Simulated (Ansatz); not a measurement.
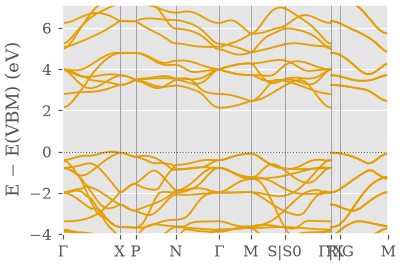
Fig. 1. Band structure from DFT-PBE in the program Ansatz with PAW potentials

Q: Read off the gap and where the band edges lie.

A: About 2.1 eV (2.13 eV by a search for the band edges); maximum on the Γ–X line, 86 % of the way from Γ, minimum at Γ.

Q: Which of these materials gives this?
(A) MgIn2O4, I-4 (In on 2b, In on 2d, Mg on 2a, O on 8g)
(B) ZnIn2O4, I-4 (In on 2b, In on 2d, Zn on 2a, O on 8g)
(C) TiO2, anatase
(D) SiGe, I-4m2 (Pearson symbol tI20)

A: C, TiO2, anatase

Space group I4_1/amd (anatase). The cell was relaxed with PBE under the symmetry of its start. No spin polarisation was allowed.

Potentials: the earlier of the program's two PAW sets.
